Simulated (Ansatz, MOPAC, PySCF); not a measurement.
Breaking a bond: Si(H)3(Me), CH₆Si, SMILES C[SiH3]. The Si1–C5 bond (Si1 also carries H, H, H; C5 carries H, H, H) is pulled apart rigidly from the PBE0/def2-TZVP optimised geometry.

```
8

Si     0.0000     0.0000     0.0000
H     -1.2054    -0.6959    -0.5266
H      1.2054    -0.6959    -0.5266
H      0.0000     1.3919    -0.5267
C      0.0000     0.0000     1.8712
H     -0.8842     0.5104     2.2591
H      0.8841     0.5105     2.2591
H      0.0000    -1.0209     2.2591
```

Levels of theory: RKS-B3LYP/3-21G = restricted B3LYP/3-21G in PySCF 2.14.0; UKS-PBE = unrestricted PBE/cc-pVDZ (Ansatz, a quantum-chemistry and plane-wave program); PM6, restricted, heats of formation (MOPAC).

Energies are in kcal/mol, each relative to the lowest point of its own curve near equilibrium.

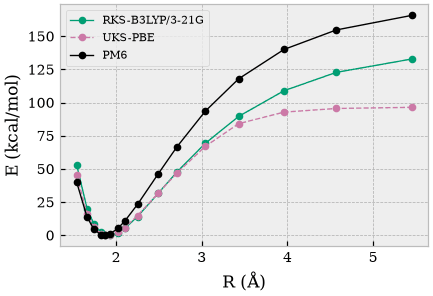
Figure. Energy against bond length for each method.

```tsv
R / Å	RKS-B3LYP/3-21G	UKS-PBE	PM6
1.54	52.8	45.1	39.8
1.66	20.2	16.2	13.7
1.74	8.4	6.2	4.5
1.82	2.3	1.2	0.5
1.87	0.5	0.0	0.0
1.93	0.0	0.0	1.1
2.02	1.8	2.2	5.2
2.10	5.1	5.8	10.6
2.25	14.1	14.8	23.3
2.49	31.6	31.7	46.2
2.71	47.7	46.9	66.7
3.04	69.3	66.9	93.5
3.43	89.6	84.1	117.9
3.96	108.9	92.8	140.0
4.57	122.8	95.6	154.7
5.45	132.8	96.4	165.7
```

At the longest distance, 5.45 Å, PM6 lies highest above its minimum (165.7 kcal/mol) and UKS-PBE lowest (96.4 kcal/mol).

The restricted form behind RKS-B3LYP/3-21G, PM6 keeps the bonding electrons paired and can't separate into open-shell fragments. The unrestricted solution behind UKS-PBE changes between 3.43 and 3.96 Å, which can leave a kink. The unrestricted determinant behind UKS-PBE is spin-contaminated at 3.43 to 5.45 Å (<S²> up to 1.0, against 0.00 for a pure singlet).
